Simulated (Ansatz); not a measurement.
The compound is KCrF3 (cubic perovskite) (Pm-3m).

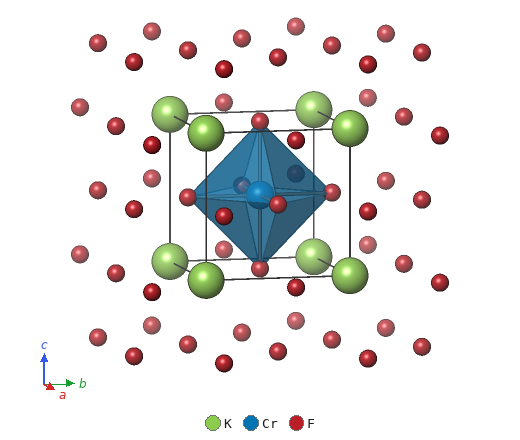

The structure (potassium green, chromium blue, fluorine red). Some periodic images of atoms are drawn too.

The structure was built from a prototype and need not be the compound's stable phase.

Symmetry: Pm-3m, No. 221, cubic system. The conventional cell has a = 3.901 Å, b = 3.901 Å, c = 3.901 Å, α = 90.00°, β = 90.00°, γ = 90.00°. K has 12 F at 2.76 Å nearest. Nearest to Cr lie 6 F at 1.95 Å. Nearest to F lie 2 Cr at 1.95 Å and 4 K at 2.76 Å. Farther neighbours and most contacts between anions are not listed.

```xyz
5
Lattice="0.0000 -3.9009 0.0000 0.0000 0.0000 3.9009 -3.9009 0.0000 0.0000" Properties=species:S:1:pos:R:3 pbc="T T T"
K     0.0000    0.0000    0.0000
Cr   -1.9504   -1.9504    1.9504
F     0.0000   -1.9504    1.9504
F    -1.9504   -1.9504    0.0000
F    -1.9504    0.0000    1.9504
```

The structure was relaxed with LDA. The structure type comes from a generator and need not be one that this composition takes. The structure was generated from a model, not taken from a measurement. The runs that relaxed it are not among those shown. The program's search for lower electronic states was switched off, so nothing shows that the state found is the lowest. PAW set soft_2, made with PBE.

A constrained-RPA run (Ansatz 0.2.0; non-magnetic LDA; Cr d, bands v2 to c3, 4×4×4 mesh, medium accuracy) builds 5 functions on bands 3.8 eV wide, with 4.0 electrons in the window. The bare on-site interaction is 19.2 eV and the bare J 0.65 eV.

**Question.** What U and J survive the screening?

On the Cr d shell, U = 6.93 eV (36 % of the bare value), U′ = 5.88 eV, J = 0.53 eV.

The parent state is non-magnetic and the interaction static (zero frequency); U depends on the window and the orbitals, so it belongs to this model alone.

[Paths, hosts, dates, memory and timing lines, banners, echoed tables and standing remarks are left out of the program output.]

[Logs are printed without paths, hosts, clocks, repeated set-up lines and the standing remarks that a program may print on its own settings, such as how far it seeks lower states.]

[Runs of the session that timed out or met a known fault of the program may be left out.]

[Hosts, paths, dates, database ids (printed as entryN), source tags and the programs' standing remarks are cut or masked in the printed files.]
